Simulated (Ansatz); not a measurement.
## Electronic structure of AlH3S3 (SMILES [SH][Al]([SH])[SH]) in real space

The calculation's input:

```
crystal:
  periodic: [false, false, false]
  atoms:
    - symbol: Al
      position_ang: [-0.068198, -0.023695, -0.341219]
    - symbol: S
      position_ang: [-2.203442, 0.238873, 0.025562]
    - symbol: S
      position_ang: [1.461140, 0.113121, 1.214918]
    - symbol: S
      position_ang: [0.531116, -0.444380, -2.392215]
    - symbol: H
      position_ang: [-2.030606, 0.785939, 1.249417]
    - symbol: H
      position_ang: [0.579893, 0.047647, 2.237600]
    - symbol: H
      position_ang: [1.791398, -0.785503, -2.039664]
basis:
  gaussian: {orbitals: def2-TZVPD}
hamiltonian: {xc: pbe0}
output: {forces: true, orbitals: {seedname: orbitals}}
```

Command:

```sh
ansatz run input.yaml --threads 2 --pin off --max-ram 5220MiB --events-out events.jsonl --progress --plain --runs-dir runs
```

Geometry: PBE0-D4/def2-SVP.

Method: Ansatz 0.2.0, isolated molecule in a Gaussian basis; Kohn-Sham density functional theory, functional PBE0.

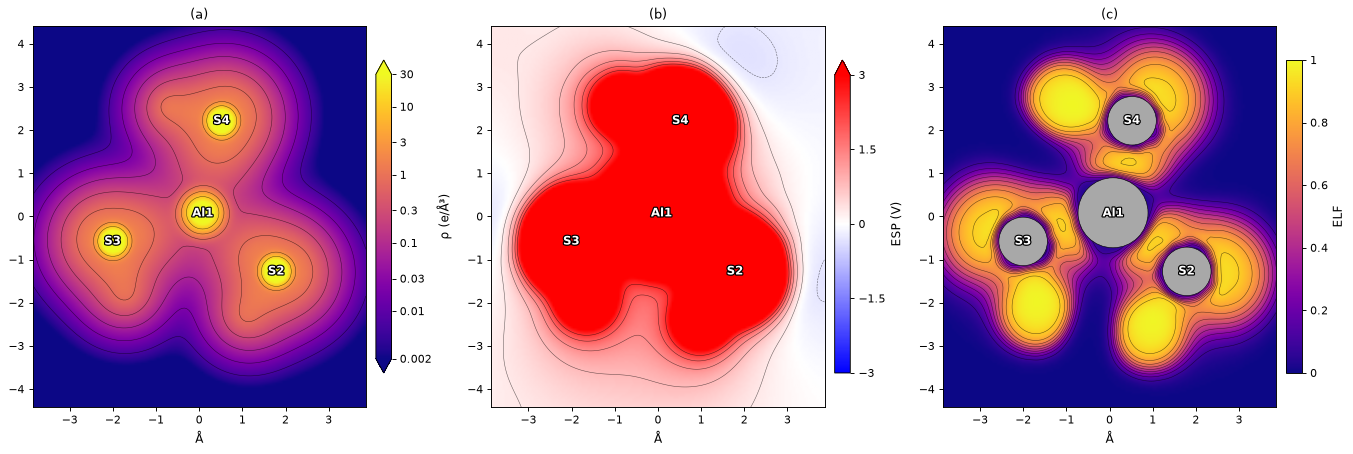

Figure 1. (a) total electron density; (b) electrostatic potential; (c) ELF on the plane of atoms S2, Al1 and S4. Grey discs cover the atomic cores in the ELF map.

Question: Describe what can be read from this map.

Answer: Atoms in the plane: Al and S. Al–S (2.18 Å): ρ at the midpoint is about 0.69 e/Å³; the ELF peaks at about 0.90 in the valence shell of S, 1.0 Å from its nucleus, and is about 0.90 at the midpoint. The ELF also peaks beside S2, S3 and S4, away from the bonds: lone-pair regions. Outside the dense part of the molecule the potential is most negative (−0.3 V) near S4.

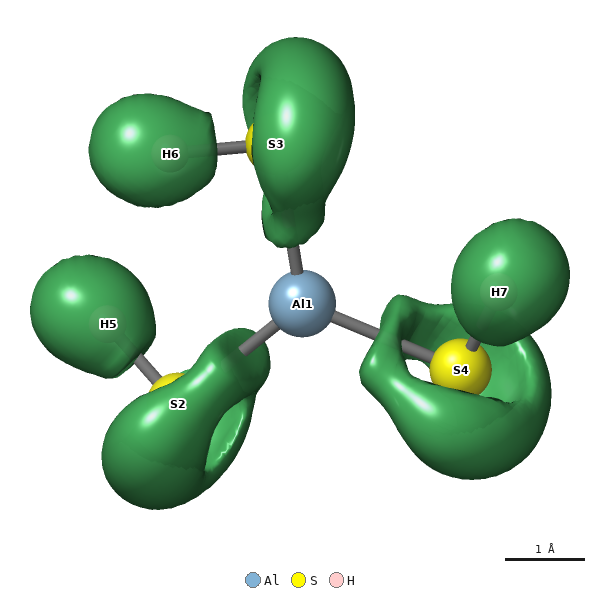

Figure 2. Isosurface of the ELF at 0.85 (green), seen at a tilt. Core shells and regions of very low density are left out.

Question: Identify the bonds, lone pairs and shells in this picture.

Answer: The ELF exceeds this value in three regions around hydrogen nuclei and three regions on S in which the atom's valence shell and bonds are merged. Profiles from the grid: S–H (1.35 Å): the ELF climbs to about 1 towards the hydrogen, as it does in any bond to H.

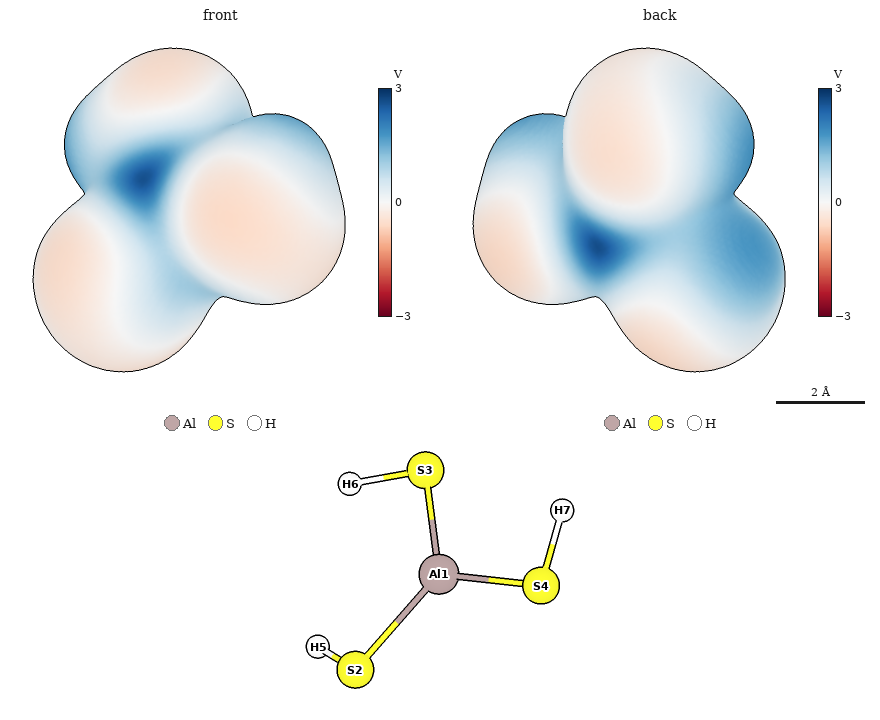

Figure 3. The molecular electrostatic potential painted on the density surface at 0.002 e/bohr³, seen from the front and from behind; red is negative and blue positive. The bare structure is drawn below in the same view.

Question: Where is the surface potential most negative and most positive?

Answer: The most negative region (about −0.6 V) lies over S2 and S4, the most positive (about +2.5 V) over Al1.
